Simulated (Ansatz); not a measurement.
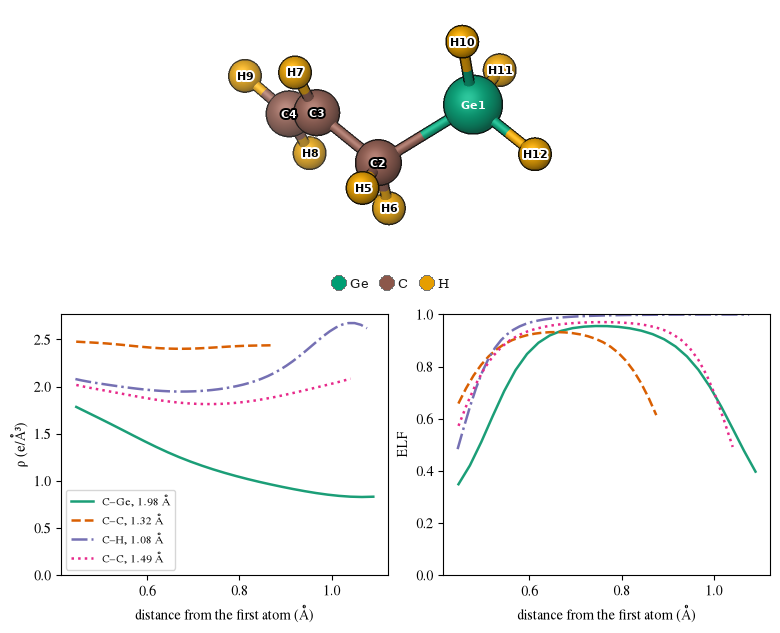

The picture shows: C3H8Ge. Total electron density and ELF along straight lines between neighbouring atoms. The curves leave out the atomic cores. The structure is drawn too.

Geometry: GFN2-xTB.

Theory: isolated molecule in a Gaussian basis; Hartree-Fock in Ansatz.

Input

```
crystal:
  periodic: [false, false, false]
  atoms:
    - symbol: Ge
      position_ang: [-0.073420, -0.710680, -1.664130]
    - symbol: C
      position_ang: [-0.071040, -0.770840, 0.317400]
    - symbol: C
      position_ang: [0.510760, 0.474320, 0.885210]
    - symbol: C
      position_ang: [-0.184250, 1.414060, 1.500710]
    - symbol: H
      position_ang: [0.515850, -1.637130, 0.631200]
    - symbol: H
      position_ang: [-1.094420, -0.910390, 0.669180]
    - symbol: H
      position_ang: [1.578990, 0.594390, 0.746880]
    - symbol: H
      position_ang: [-1.247750, 1.322280, 1.652180]
    - symbol: H
      position_ang: [0.278170, 2.308200, 1.882750]
    - symbol: H
      position_ang: [1.309970, -0.537660, -2.206010]
    - symbol: H
      position_ang: [-0.895800, 0.429410, -2.170740]
    - symbol: H
      position_ang: [-0.627080, -1.975980, -2.244640]
basis:
  gaussian:
    orbitals: def2-SVP
hamiltonian:
  xc: hf
magnetization:
  spin_polarized: false
  initial_magnetization: 0
output:
  forces: true
  orbitals: {seedname: orbitals}
accuracy: high
```

Run with:

```sh
ansatz run molecule.yaml --threads 1 --pin off --max-ram 3480MiB --events-out events.jsonl --progress --plain --runs-dir runs
```

**What can be read from the curves?**

C–Ge (1.98 Å): ρ at the midpoint is about 0.85 e/Å³; the ELF peaks at about 0.95 in the valence shell of C, 0.7 Å from its nucleus, and is about 0.70 at the midpoint.
C–C (1.32 Å): ρ is about 2.4 e/Å³ halfway; the ELF peaks at about 0.95 between the atoms (a multiple bond).
C–H (1.08 Å): ρ is about 2 e/Å³ halfway; the ELF climbs to about 1 towards the hydrogen, as it does in any bond to H; a covalent bond by its length.
C–C (1.49 Å): ρ is about 1.8 e/Å³ halfway; the ELF peaks at about 1 between the atoms, as expected for localised, covalent bonding.
